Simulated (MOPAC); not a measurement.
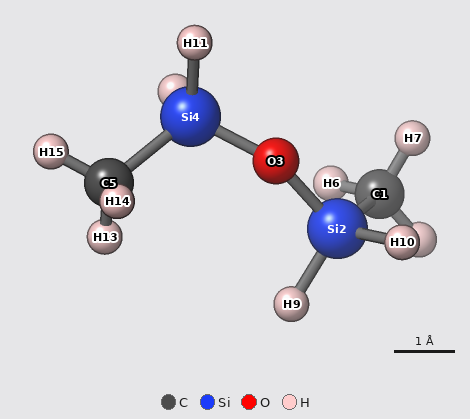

*The structure as given in the input (ball-and-stick view, seen at a tilt; atoms are numbered from 1 in the order of the input).*

Bond lengths as drawn: C–H 1.09 to 1.11 Å, C–Si 1.85 to 1.88 Å, H–Si 1.46 to 1.49 Å and O–Si 1.61 to 1.64 Å.

## C$_{2}$H$_{10}$OSi$_{2}$: geometry relaxation (part 1 of 2)

The run: geometry relaxation of C$_{2}$H$_{10}$OSi$_{2}$. Method and program: MNDOD, closed shell (MOPAC 23.2.5).

The atoms were displaced at random from an optimised geometry.

## Input file (mol.mop)
```
GRADIENTS CYCLES=300 MULLIK GNORM=0.02 DISP MNDOD AUX(PRECISION=6) THREADS=1
C2H10OSi2, MNDOD

C     -2.640867 +1     0.306771 +1    -0.256960 +1
Si    -1.170716 +1    -0.678823 +1    -0.894357 +1
O      0.209905 +1     0.203171 +1    -0.768472 +1
Si     1.336936 +1     0.841574 +1     0.183771 +1
C      2.472835 +1    -0.461766 +1     0.831182 +1
H     -2.493468 +1     0.589714 +1     0.807776 +1
H     -2.757485 +1     1.221513 +1    -0.836772 +1
H     -3.544916 +1    -0.290153 +1    -0.321145 +1
H     -1.015752 +1    -1.908003 +1    -0.062319 +1
H     -1.374283 +1    -1.041880 +1    -2.295593 +1
H      2.094330 +1     1.849263 +1    -0.614930 +1
H      0.695876 +1     1.546118 +1     1.311162 +1
H      1.932058 +1    -1.198002 +1     1.433601 +1
H      2.997732 +1    -0.988444 +1     0.021592 +1
H      3.240277 +1    -0.008739 +1     1.480047 +1
```

Machine: 1 thread of Arm Neoverse N1, 90 GiB of memory available, shared host.

Command:
```bash
mopac mol.mop
```

## The program's output
```
MOPAC v23.2.5
MNDOD CALCULATION RESULTS

 *  MNDOD      - The MNDOD Hamiltonian to be used
 *  THREADS=1  - MULTI-THREADING NOT USED
 *  CYCLES=    - DO A MAXIMUM OF 300 STEPS
 *  GNORM      - EXIT WHEN GRADIENT NORM DROPS BELOW 0.020
 *  AUX        - OUTPUT AUXILIARY INFORMATION
 *  GRADIENTS  - ALL GRADIENTS TO BE PRINTED
 *  DISP       - PRINT DISPERSION AND HYDROGEN BOND ENERGIES
 *  MULLIK     - THE MULLIKEN ANALYSIS TO BE PERFORMED
GRADIENTS CYCLES=300 MULLIK GNORM=0.02 DISP MNDOD AUX(PRECISION=6) THREADS=1
 C2H10OSi2, MNDOD

   ATOM   CHEMICAL          X               Y               Z
  NUMBER   SYMBOL      (ANGSTROMS)     (ANGSTROMS)     (ANGSTROMS)

     1       C         -2.64086700  *   0.30677100  *  -0.25696000  *
     2      Si         -1.17071600  *  -0.67882300  *  -0.89435700  *
     3       O          0.20990500  *   0.20317100  *  -0.76847200  *
     4      Si          1.33693600  *   0.84157400  *   0.18377100  *
     5       C          2.47283500  *  -0.46176600  *   0.83118200  *
     6       H         -2.49346800  *   0.58971400  *   0.80777600  *
     7       H         -2.75748500  *   1.22151300  *  -0.83677200  *
     8       H         -3.54491600  *  -0.29015300  *  -0.32114500  *
     9       H         -1.01575200  *  -1.90800300  *  -0.06231900  *
    10       H         -1.37428300  *  -1.04188000  *  -2.29559300  *
    11       H          2.09433000  *   1.84926300  *  -0.61493000  *
    12       H          0.69587600  *   1.54611800  *   1.31116200  *
    13       H          1.93205800  *  -1.19800200  *   1.43360100  *
    14       H          2.99773200  *  -0.98844400  *   0.02159200  *
    15       H          3.24027700  *  -0.00873900  *   1.48004700  *

          CARTESIAN COORDINATES

    NO.       ATOM           X           Y           Z

     1         C         -2.6409      0.3068     -0.2570
     2        Si         -1.1707     -0.6788     -0.8944
     3         O          0.2099      0.2032     -0.7685
     4        Si          1.3369      0.8416      0.1838
     5         C          2.4728     -0.4618      0.8312
     6         H         -2.4935      0.5897      0.8078
     7         H         -2.7575      1.2215     -0.8368
     8         H         -3.5449     -0.2902     -0.3211
     9         H         -1.0158     -1.9080     -0.0623
    10         H         -1.3743     -1.0419     -2.2956
    11         H          2.0943      1.8493     -0.6149
    12         H          0.6959      1.5461      1.3112
    13         H          1.9321     -1.1980      1.4336
    14         H          2.9977     -0.9884      0.0216
    15         H          3.2403     -0.0087      1.4800

           Empirical Formula: C2 H10 O Si2  =    15 atoms

      MOLECULAR POINT GROUP   :   C2

      RHF CALCULATION, NO. OF DOUBLY OCCUPIED LEVELS = 16

          Geometry optimization using EF

          DIAGONAL MATRIX USED AS START HESSIAN
```

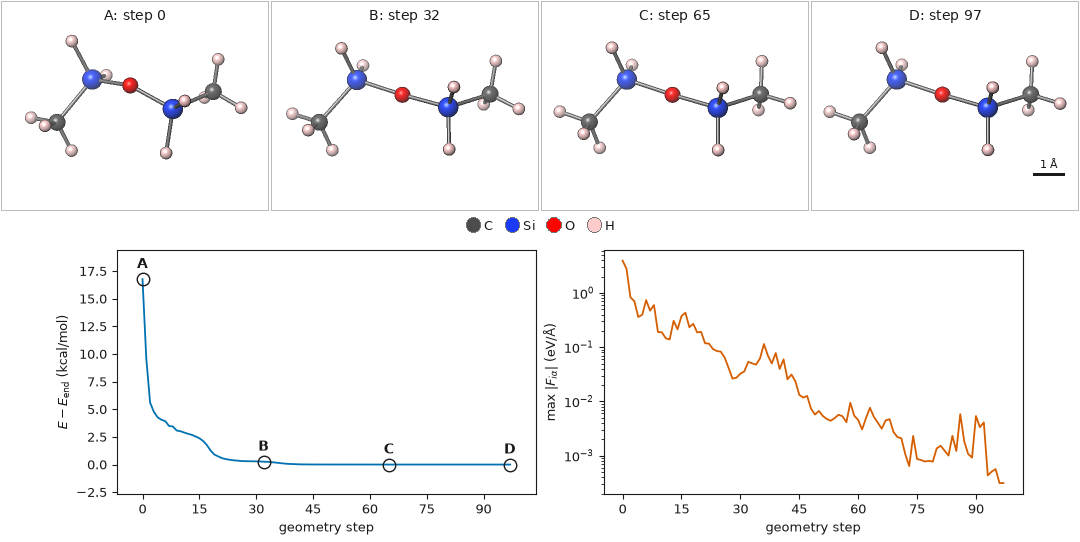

*Frames of the relaxation (ball-and-stick view, seen at a tilt) above the curves, on which the letters mark them (steps are counted from 0).*

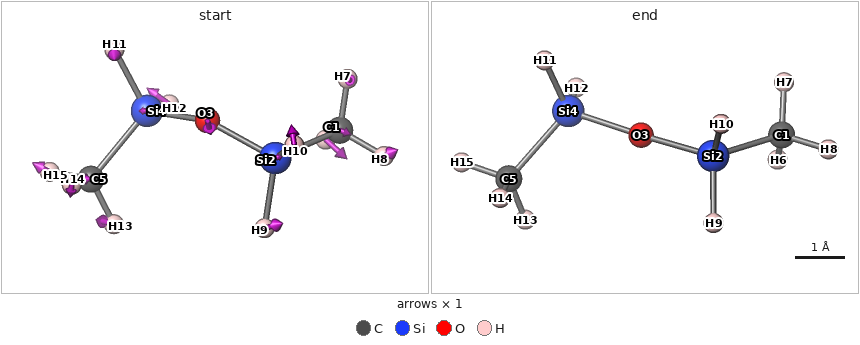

*Before (left) and after (right) the relaxation, at one scale (ball-and-stick view, seen at a tilt). The pink arrows give the displacements, at true length.*

Over 97 geometry steps the energy falls by 16.8 kcal/mol. The largest force component goes from 4 to 0.00031 eV/Å. H6 moves most after the best rigid fit: 0.63 Å. Largest moves by element: H 0.63 Å, O 0.49 Å, C 0.28 Å, Si 0.18 Å. Distances before and after: O3–Si4 1.608 → 1.704 Å, Si2–H9 1.492 → 1.418 Å, Si2–O3 1.643 → 1.704 Å, Si4–H12 1.476 → 1.418 Å. Among the angles that change: Si2–O3–Si4 147.9° → 176.3°, H7–C1–H8 110.0° → 107.4°. (Atoms are counted from 1 in the order of the input.)

```
 CYCLE:     1 TIME:   0.008 TIME LEFT:  2.00D  GRAD.:   185.836 HEAT: -106.2367
 CYCLE:     2 TIME:   0.008 TIME LEFT:  2.00D  GRAD.:   109.569 HEAT: -113.4174
 CYCLE:     3 TIME:   0.008 TIME LEFT:  2.00D  GRAD.:    52.434 HEAT: -117.4039
 CYCLE:     4 TIME:   0.016 TIME LEFT:  2.00D  GRAD.:    40.312 HEAT: -118.2443
 CYCLE:     5 TIME:   0.008 TIME LEFT:  2.00D  GRAD.:    23.709 HEAT: -118.7345
 CYCLE:     6 TIME:   0.008 TIME LEFT:  2.00D  GRAD.:    28.880 HEAT: -118.9619
 CYCLE:     7 TIME:   0.008 TIME LEFT:  2.00D  GRAD.:    36.835 HEAT: -119.0781
 CYCLE:     8 TIME:   0.008 TIME LEFT:  2.00D  GRAD.:    22.664 HEAT: -119.5201
 CYCLE:     9 TIME:   0.000 TIME LEFT:  2.00D  GRAD.:    29.593 HEAT: -119.5644
 CYCLE:    10 TIME:   0.008 TIME LEFT:  2.00D  GRAD.:    10.116 HEAT: -119.9271
 CYCLE:    11 TIME:   0.008 TIME LEFT:  2.00D  GRAD.:    11.628 HEAT: -119.9957
 CYCLE:    12 TIME:   0.008 TIME LEFT:  2.00D  GRAD.:    10.295 HEAT: -120.1127
 CYCLE:    13 TIME:   0.008 TIME LEFT:  2.00D  GRAD.:    10.481 HEAT: -120.2245
 CYCLE:    14 TIME:   0.000 TIME LEFT:  2.00D  GRAD.:    14.543 HEAT: -120.3205
 CYCLE:    15 TIME:   0.008 TIME LEFT:  2.00D  GRAD.:    10.921 HEAT: -120.4674
 CYCLE:    16 TIME:   0.008 TIME LEFT:  2.00D  GRAD.:    20.494 HEAT: -120.6284
 CYCLE:    17 TIME:   0.008 TIME LEFT:  2.00D  GRAD.:    18.163 HEAT: -120.8772
 CYCLE:    18 TIME:   0.000 TIME LEFT:  2.00D  GRAD.:    16.202 HEAT: -121.2501
 CYCLE:    19 TIME:   0.008 TIME LEFT:  2.00D  GRAD.:    16.252 HEAT: -121.7588
 CYCLE:    20 TIME:   0.008 TIME LEFT:  2.00D  GRAD.:    14.008 HEAT: -122.1129
 CYCLE:    21 TIME:   0.008 TIME LEFT:  2.00D  GRAD.:    12.019 HEAT: -122.2787
 CYCLE:    22 TIME:   0.008 TIME LEFT:  2.00D  GRAD.:     8.396 HEAT: -122.4317
 CYCLE:    23 TIME:   0.008 TIME LEFT:  2.00D  GRAD.:     6.443 HEAT: -122.5206
 CYCLE:    24 TIME:   0.000 TIME LEFT:  2.00D  GRAD.:     5.701 HEAT: -122.5733
 CYCLE:    25 TIME:   0.008 TIME LEFT:  2.00D  GRAD.:     4.416 HEAT: -122.6268
 CYCLE:    26 TIME:   0.008 TIME LEFT:  2.00D  GRAD.:     3.853 HEAT: -122.6533
 CYCLE:    27 TIME:   0.008 TIME LEFT:  2.00D  GRAD.:     3.352 HEAT: -122.6905
 CYCLE:    28 TIME:   0.000 TIME LEFT:  2.00D  GRAD.:     2.195 HEAT: -122.7043
 CYCLE:    29 TIME:   0.008 TIME LEFT:  2.00D  GRAD.:     1.570 HEAT: -122.7100
 CYCLE:    30 TIME:   0.008 TIME LEFT:  2.00D  GRAD.:     1.587 HEAT: -122.7143
 CYCLE:    31 TIME:   0.008 TIME LEFT:  2.00D  GRAD.:     2.121 HEAT: -122.7213
 CYCLE:    32 TIME:   0.008 TIME LEFT:  2.00D  GRAD.:     2.174 HEAT: -122.7309
 CYCLE:    33 TIME:   0.000 TIME LEFT:  2.00D  GRAD.:     3.009 HEAT: -122.7510
 CYCLE:    34 TIME:   0.008 TIME LEFT:  2.00D  GRAD.:     2.588 HEAT: -122.7630
 CYCLE:    35 TIME:   0.008 TIME LEFT:  2.00D  GRAD.:     3.272 HEAT: -122.7961
 CYCLE:    36 TIME:   0.008 TIME LEFT:  2.00D  GRAD.:     4.218 HEAT: -122.8257
 CYCLE:    37 TIME:   0.008 TIME LEFT:  2.00D  GRAD.:     7.283 HEAT: -122.8648
 CYCLE:    38 TIME:   0.000 TIME LEFT:  2.00D  GRAD.:     3.793 HEAT: -122.9062
 CYCLE:    39 TIME:   0.008 TIME LEFT:  2.00D  GRAD.:     2.989 HEAT: -122.9396
 CYCLE:    40 TIME:   0.008 TIME LEFT:  2.00D  GRAD.:     4.224 HEAT: -122.9576
 CYCLE:    41 TIME:   0.008 TIME LEFT:  2.00D  GRAD.:     2.520 HEAT: -122.9688
 CYCLE:    42 TIME:   0.008 TIME LEFT:  2.00D  GRAD.:     3.131 HEAT: -122.9843
 CYCLE:    43 TIME:   0.000 TIME LEFT:  2.00D  GRAD.:     1.352 HEAT: -122.9936
 CYCLE:    44 TIME:   0.008 TIME LEFT:  2.00D  GRAD.:     1.477 HEAT: -122.9967
 CYCLE:    45 TIME:   0.008 TIME LEFT:  2.00D  GRAD.:     1.281 HEAT: -123.0003
 CYCLE:    46 TIME:   0.008 TIME LEFT:  2.00D  GRAD.:     0.845 HEAT: -123.0021
 CYCLE:    47 TIME:   0.008 TIME LEFT:  2.00D  GRAD.:     0.698 HEAT: -123.0036
 CYCLE:    48 TIME:   0.000 TIME LEFT:  2.00D  GRAD.:     0.768 HEAT: -123.0044
 CYCLE:    49 TIME:   0.008 TIME LEFT:  2.00D  GRAD.:     0.522 HEAT: -123.0051
 CYCLE:    50 TIME:   0.008 TIME LEFT:  2.00D  GRAD.:     0.355 HEAT: -123.0055
 CYCLE:    51 TIME:   0.008 TIME LEFT:  2.00D  GRAD.:     0.341 HEAT: -123.0059
 CYCLE:    52 TIME:   0.008 TIME LEFT:  2.00D  GRAD.:     0.343 HEAT: -123.0061
 CYCLE:    53 TIME:   0.000 TIME LEFT:  2.00D  GRAD.:     0.298 HEAT: -123.0064
 CYCLE:    54 TIME:   0.008 TIME LEFT:  2.00D  GRAD.:     0.263 HEAT: -123.0066
 CYCLE:    55 TIME:   0.008 TIME LEFT:  2.00D  GRAD.:     0.297 HEAT: -123.0069
 CYCLE:    56 TIME:   0.000 TIME LEFT:  2.00D  GRAD.:     0.325 HEAT: -123.0071
 CYCLE:    57 TIME:   0.008 TIME LEFT:  2.00D  GRAD.:     0.384 HEAT: -123.0075
 CYCLE:    58 TIME:   0.008 TIME LEFT:  2.00D  GRAD.:     0.314 HEAT: -123.0078
 CYCLE:    59 TIME:   0.008 TIME LEFT:  2.00D  GRAD.:     0.438 HEAT: -123.0080
 CYCLE:    60 TIME:   0.008 TIME LEFT:  2.00D  GRAD.:     0.225 HEAT: -123.0082
 CYCLE:    61 TIME:   0.008 TIME LEFT:  2.00D  GRAD.:     0.179 HEAT: -123.0082
 CYCLE:    62 TIME:   0.000 TIME LEFT:  2.00D  GRAD.:     0.214 HEAT: -123.0084
 CYCLE:    63 TIME:   0.008 TIME LEFT:  2.00D  GRAD.:     0.303 HEAT: -123.0086
 CYCLE:    64 TIME:   0.008 TIME LEFT:  2.00D  GRAD.:     0.465 HEAT: -123.0093
 CYCLE:    65 TIME:   0.008 TIME LEFT:  2.00D  GRAD.:     0.346 HEAT: -123.0096
 CYCLE:    66 TIME:   0.000 TIME LEFT:  2.00D  GRAD.:     0.214 HEAT: -123.0097
 CYCLE:    67 TIME:   0.008 TIME LEFT:  2.00D  GRAD.:     0.204 HEAT: -123.0098
 CYCLE:    68 TIME:   0.008 TIME LEFT:  2.00D  GRAD.:     0.282 HEAT: -123.0099
 CYCLE:    69 TIME:   0.008 TIME LEFT:  2.00D  GRAD.:     0.297 HEAT: -123.0100
 CYCLE:    70 TIME:   0.008 TIME LEFT:  2.00D  GRAD.:     0.173 HEAT: -123.0102
 CYCLE:    71 TIME:   0.000 TIME LEFT:  2.00D  GRAD.:     0.119 HEAT: -123.0104
 CYCLE:    72 TIME:   0.008 TIME LEFT:  2.00D  GRAD.:     0.089 HEAT: -123.0104
 CYCLE:    73 TIME:   0.008 TIME LEFT:  2.00D  GRAD.:     0.060 HEAT: -123.0104
 CYCLE:    74 TIME:   0.008 TIME LEFT:  2.00D  GRAD.:     0.041 HEAT: -123.0104
 CYCLE:    75 TIME:   0.000 TIME LEFT:  2.00D  GRAD.:     0.113 HEAT: -123.0104
 CYCLE:    76 TIME:   0.008 TIME LEFT:  2.00D  GRAD.:     0.045 HEAT: -123.0104
 CYCLE:    77 TIME:   0.008 TIME LEFT:  2.00D  GRAD.:     0.048 HEAT: -123.0104
 CYCLE:    78 TIME:   0.008 TIME LEFT:  2.00D  GRAD.:     0.041 HEAT: -123.0104
 CYCLE:    79 TIME:   0.000 TIME LEFT:  2.00D  GRAD.:     0.034 HEAT: -123.0104
 CYCLE:    80 TIME:   0.008 TIME LEFT:  2.00D  GRAD.:     0.053 HEAT: -123.0105
 CYCLE:    81 TIME:   0.008 TIME LEFT:  2.00D  GRAD.:     0.083 HEAT: -123.0105
 CYCLE:    82 TIME:   0.008 TIME LEFT:  2.00D  GRAD.:     0.085 HEAT: -123.0105
 CYCLE:    83 TIME:   0.000 TIME LEFT:  2.00D  GRAD.:     0.077 HEAT: -123.0105
 CYCLE:    84 TIME:   0.008 TIME LEFT:  2.00D  GRAD.:     0.065 HEAT: -123.0105
 CYCLE:    85 TIME:   0.008 TIME LEFT:  2.00D  GRAD.:     0.145 HEAT: -123.0105
 CYCLE:    86 TIME:   0.008 TIME LEFT:  2.00D  GRAD.:     0.091 HEAT: -123.0105
 CYCLE:    87 TIME:   0.008 TIME LEFT:  2.00D  GRAD.:     0.375 HEAT: -123.0105
 CYCLE:    88 TIME:   0.000 TIME LEFT:  2.00D  GRAD.:     0.090 HEAT: -123.0106
 CYCLE:    89 TIME:   0.008 TIME LEFT:  2.00D  GRAD.:     0.057 HEAT: -123.0106
 CYCLE:    90 TIME:   0.008 TIME LEFT:  2.00D  GRAD.:     0.057 HEAT: -123.0106
 CYCLE:    91 TIME:   0.008 TIME LEFT:  2.00D  GRAD.:     0.313 HEAT: -123.0106
 CYCLE:    92 TIME:   0.000 TIME LEFT:  2.00D  GRAD.:     0.199 HEAT: -123.0107
 CYCLE:    93 TIME:   0.008 TIME LEFT:  2.00D  GRAD.:     0.220 HEAT: -123.0107
 CYCLE:    94 TIME:   0.008 TIME LEFT:  2.00D  GRAD.:     0.030 HEAT: -123.0107
 CYCLE:    95 TIME:   0.008 TIME LEFT:  2.00D  GRAD.:     0.032 HEAT: -123.0107
 CYCLE:    96 TIME:   0.000 TIME LEFT:  2.00D  GRAD.:     0.038 HEAT: -123.0108
 CYCLE:    97 TIME:   0.008 TIME LEFT:  2.00D  GRAD.:     0.022 HEAT: -123.0107
 CYCLE:    98 TIME:   0.008 TIME LEFT:  2.00D  GRAD.:     0.019 HEAT: -123.0108

     GRADIENT =  0.01937 IS LESS THAN CUTOFF =  0.02000

 -------------------------------------------------------------------------------
 GRADIENTS CYCLES=300 MULLIK GNORM=0.02 DISP MNDOD AUX(PRECISION=6) THREADS=1
 C2H10OSi2, MNDOD

     GEOMETRY OPTIMISED USING EIGENVECTOR FOLLOWING (EF).
     SCF FIELD WAS ACHIEVED

                              MNDOD CALCULATION

          FINAL HEAT OF FORMATION =       -123.01075 KCAL/MOL =    -514.67699 KJ/MOL

          TOTAL ENERGY            =     -20669.27577 KCAL/MOL = ELECTRONIC ENERGY + CORE-CORE REPULSION
          ENERGY OF ATOMS         =      20546.26502 KCAL/MOL
                              SUM =       -123.01075 KCAL/MOL
          DISPERSION ENERGY       =          0.00000 KCAL/MOL
                              SUM =       -123.01075 KCAL/MOL = FINAL HEAT OF FORMATION

          TOTAL ENERGY            =       -896.28705 EV
          ELECTRONIC ENERGY       =      -3137.13470 EV
          CORE-CORE REPULSION     =       2240.84765 EV
          COSMO AREA              =        163.92 SQUARE ANGSTROMS
          COSMO VOLUME            =        159.68 CUBIC ANGSTROMS

          GRADIENT NORM           =          0.01937          =       0.00500 PER ATOM
          IONIZATION POTENTIAL    =         11.995995 EV
          HOMO LUMO ENERGIES (EV) =        -11.996  1.140
          NO. OF FILLED LEVELS    =         16
          MOLECULAR WEIGHT        =        106.2714         POINT GROUP:  C2

          MOLECULAR DIMENSIONS (Angstroms)

            Atom       Atom       Distance
            H    15    H     8     7.71227
            H     9    H    12     3.81676
            H     6    H    11     3.17521

          SCF CALCULATIONS        =        102

          WALL-CLOCK TIME         =      0.633 SECONDS
          COMPUTATION TIME        =      0.633 SECONDS

       FINAL  POINT  AND  DERIVATIVES
```
